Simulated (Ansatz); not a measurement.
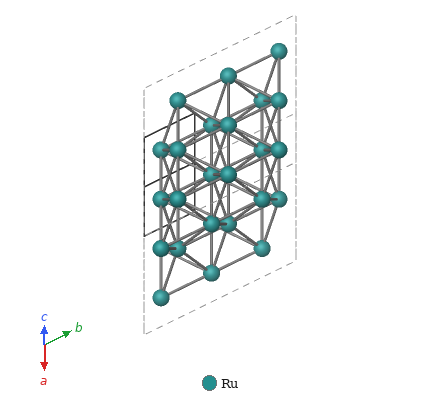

Ru (P6_3/mmc, No. 194): the input geometry of a calculation.

```
Ru
1.0
     2.70210    0.00000    0.00000
    -1.35105    2.34009    0.00000
     0.00000    0.00000    4.26671
Ru
2
Cartesian
  0.0000 1.5601 3.2000
  1.3511 0.7800 1.0667
```

Q: What will a HAADF-like image along [101] show? Simulated incoherent Z contrast: every atom adds Z^1.7 spread by a probe of 0.50 Å full width; channelling and multiple scattering are left out. The probe carries 15 % of its weight in a tail 2.5 times as wide. Shot noise was added.

A: The columns repeat on a centred rectangular net of 2.28 × 4.68 Å (plane group c2mm). All columns are alike (Ru). The shortest distance between visible columns is 0.78 Å in projection. Along the beam the structure repeats every 5.05 Å.

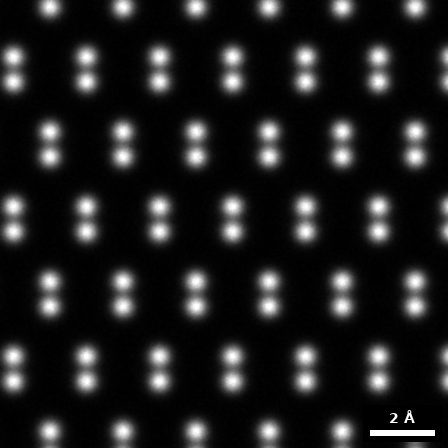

The simulated image.
